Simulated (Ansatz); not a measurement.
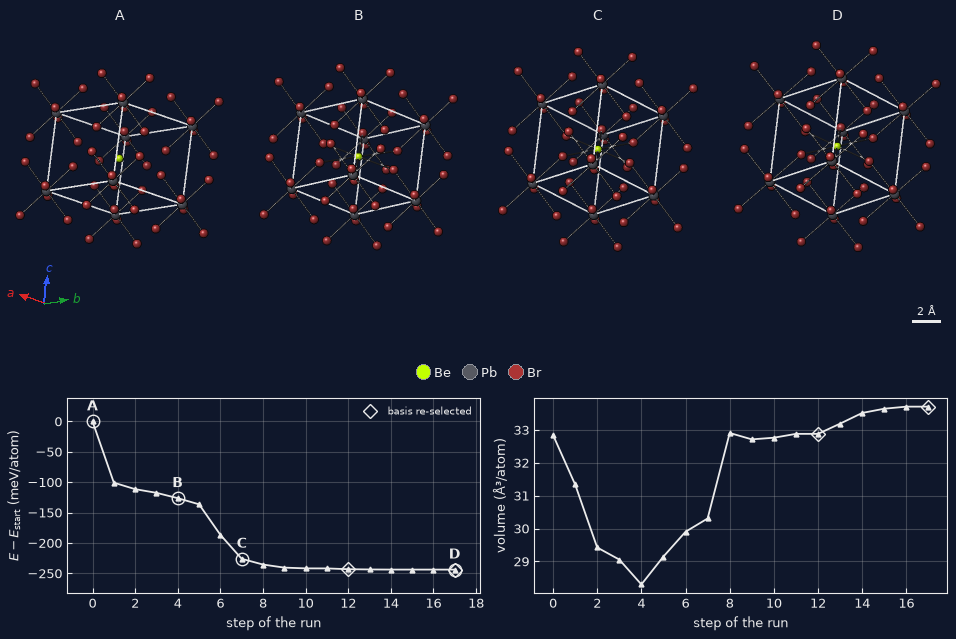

Frames of a relaxation of a crystal of BePbBr₆ (built on the LaAlH6-166 type type), marked on the history of the run. The picture is a ball-and-stick view of the cell of the calculation, seen from a free direction.

Theory: Ansatz, DFT, PBEsol, plane waves, PAW. Set-up: plane-wave cutoff 420 eV; k-point mesh 4 × 4 × 4; occupations fermi dirac; smearing width 0.03 eV; no spin polarisation; cell and atoms relaxed; force threshold 0.01 eV/Å; at most 120 steps.

What happens along the run?

The largest moves relative to the cell, 0.58 Å, are those of Br atoms. Pb and Be stay in place. Cell: a = b = c 6.481 → 6.464 Å (−0.3 %), α 98.3° → 88.3°, β 98.3° → 88.3°, γ 98.3° → 88.3°. Volume +2.6 %. Near-neighbour distances that change, for instance: Be–Br 3.670 → 2.832 Å, Br–Br 3.672 → 2.839 Å, Br–Pb 2.588 → 2.979 Å. Among the angles between lasting bonds that change: Br–Pb–Br 83.6° → 87.1°, Br–Pb–Br 96.4° → 92.9°. The space group stays R-3m (No. 166). Over 15 accepted moves (17 points after the start) the energy falls by 244 meV per atom. Largest force component: 1.2 eV/Å at the start, 0.00028 eV/Å at the end. Pressure: 1.59 GPa at the start and 0.00 GPa at the end. The SCF was repeated twice at an unchanged geometry on a basis and grid sized afresh for the cell, which shifted the energy by 1.3 meV per atom at most. From step 0 to 4: Br atoms move most (0.28 Å), volume −13.8 %, energy −126 meV per atom. From step 4 to 7: Br atoms move most (0.27 Å), volume +7.1 %, energy −99.7 meV per atom. From step 7 to 17: Br atoms move most (0.12 Å), volume +11.2 %, energy −17.8 meV per atom.
